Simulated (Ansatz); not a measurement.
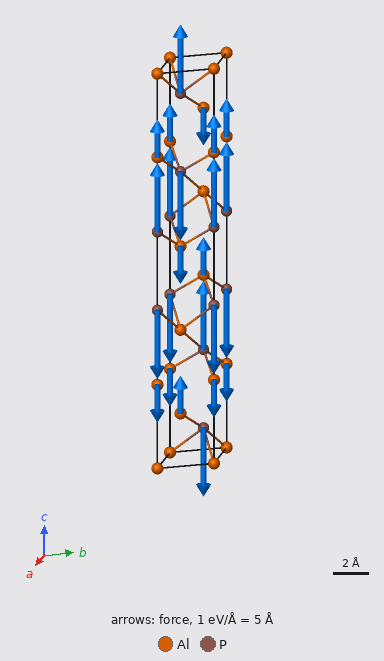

Starting geometry of solid Al₃P₂ (a generated structure, set up in R-3m) (coarse preliminary run) with the computed forces as blue arrows. A ball-and-stick model of the conventional cell (3 times the calculation's cell), seen slightly off an axis. Lengths and directions refer to the drawn axes.

The calculation used Ansatz 0.2.0, DFT PBE, scalar-relativistic, plane waves, PAW. Set-up: plane-wave cutoff 420 eV; k-point mesh 6 × 6 × 6; occupations gaussian; smearing width 0.1 eV; no spin polarisation; cell and atoms relaxed; force threshold 0.04 eV/Å; at most 70 steps.

Is this structure relaxed? If not, where do the atoms go?

Answer. It isn't relaxed: the largest force vector, on P atoms, is 0.84 eV/Å. The atoms end up moving mostly along the starting forces (cosine between the two patterns 0.96). The largest moves relative to the cell, 0.077 Å, are those of P atoms. By element the largest moves are P 0.077 Å, Al 0.018 Å. The volume changes by +3.3 %, with a = b 3.478 → 3.610 Å (+3.8 %), c 24.042 → 23.054 Å (−4.1 %). Among the contacts that change: Al–P 2.394 → 2.480 Å, Al–P 2.582 → 2.555 Å. Among the angles between lasting bonds that change: P–Al–P 84.7° → 89.9°, P–Al–P 95.3° → 90.1°, Al–P–Al 84.7° → 89.9°. The space group stays R-3m (No. 166). The energy falls by 48.8 meV per atom in 4 accepted moves (5 points after the start). The largest force component goes from 0.84 to 0.0027 eV/Å. Pressure: 4.19 GPa at the start and 0.05 GPa at the end. The SCF was repeated once at an unchanged geometry on a basis and grid sized afresh for the cell, which shifted the energy by 0.3 meV per atom at most. The run took 13 s on 1 thread of Intel(R) Xeon(R) Platinum 8488C (Sapphire Rapids), on a shared host, peak memory 0.41 GiB.
